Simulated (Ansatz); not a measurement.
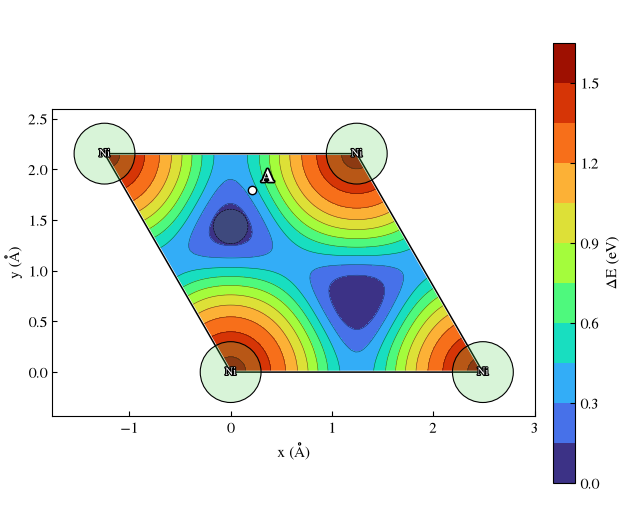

S on a Ni(111) slab cut from the Fm-3m phase, its upper half relaxed before the scan (12 atoms of substrate and one adsorbate in a 2 × 2 cell). 
- S is moved over the surface cell; relaxed at each place: the height of the adsorbate's atoms; substrate rigid; the origin of the map has the adsorbate above Ni9.
- Places are given modulo a cell vector. The map is drawn in real space over the plane of the surface.
- The scan uses a 6 × 6 grid; 10 points were computed and 26 follow by symmetry.
- Places are given in fractions of the 1 × 1 surface cell.
- All energies are given in eV relative to the lowest grid point.
- The electronic state followed may not be the lowest one.
- These are results of DFT PBE, scalar-relativistic, plane waves, PAW (Ansatz), not measurements. Settings: cutoff 420 eV, k-mesh 6×6×1, gaussian smearing 0.1 eV, spin-polarised.

The picture shows filled contours, labelled circles for the atoms of the top layer and small ones for the second layer, the outline of one cell of the plane, the point A. Between grid points the surface is interpolated.

Is A at rest? If not, where is it pushed?

Answer. A, at (3/6, 5/6) of the cell vectors, is not a stationary point. The computed force is 1.4 eV/Å in the plane, pointing down and left in the picture (components −1.2 and −0.7 eV/Å).

PAW datasets: the set soft_1.
